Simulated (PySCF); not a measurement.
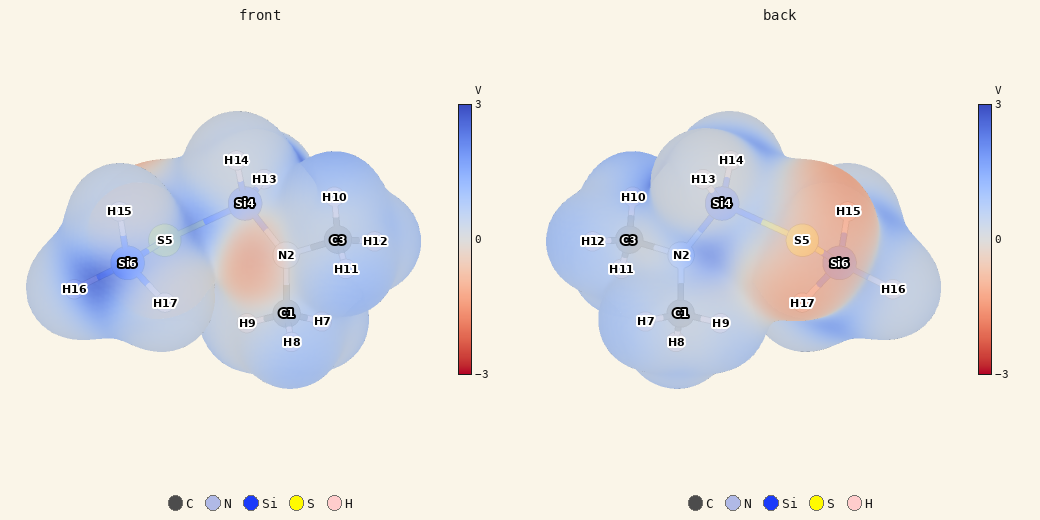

The picture shows: C₂H₁₁NSSi₂ (SMILES CN(C)[SiH2]S[SiH3]). The molecular electrostatic potential painted on the density surface at 0.004 e/bohr³, seen from the front and from behind; red is negative and blue positive.

Geometry: GFN2-xTB.

Level of theory: PBE0/pcSseg-1, SCF density, gas phase, non-relativistic in PySCF 2.14.0.

| atom | x (Å) | y (Å) | z (Å) |
| --- | --- | --- | --- |
| C | -0.9801 | 0.9519 | -0.8059 |
| N | -0.8761 | -0.1381 | 0.1373 |
| C | -2.1055 | -0.3592 | 0.8579 |
| Si | 0.2497 | -1.4193 | -0.0367 |
| S | 2.0870 | -0.6134 | -0.8055 |
| Si | 2.7626 | 0.6829 | 0.7577 |
| H | -1.7677 | 0.7705 | -1.5458 |
| H | -1.2177 | 1.8774 | -0.2733 |
| H | -0.0351 | 1.0774 | -1.3292 |
| H | -1.9571 | -1.1317 | 1.6079 |
| H | -2.4156 | 0.5637 | 1.3554 |
| H | -2.9147 | -0.6744 | 0.1887 |
| H | -0.0467 | -2.4743 | -1.0054 |
| H | 0.4678 | -1.9430 | 1.3080 |
| H | 3.0078 | -0.1121 | 1.9561 |
| H | 3.9814 | 1.2502 | 0.2067 |
| H | 1.7530 | 1.7033 | 1.0141 |

Question: Which sites attract a positive test charge, and which a negative one?

Answer: A positive charge is drawn to the negative regions and a negative charge to the positive ones. The most negative region (about −1.1 V) lies over S5, the most positive (about +2.3 V) over Si4 and Si6.

Question: How polar is the molecule by this calculation?

Answer: Its dipole moment is 2.31 D.
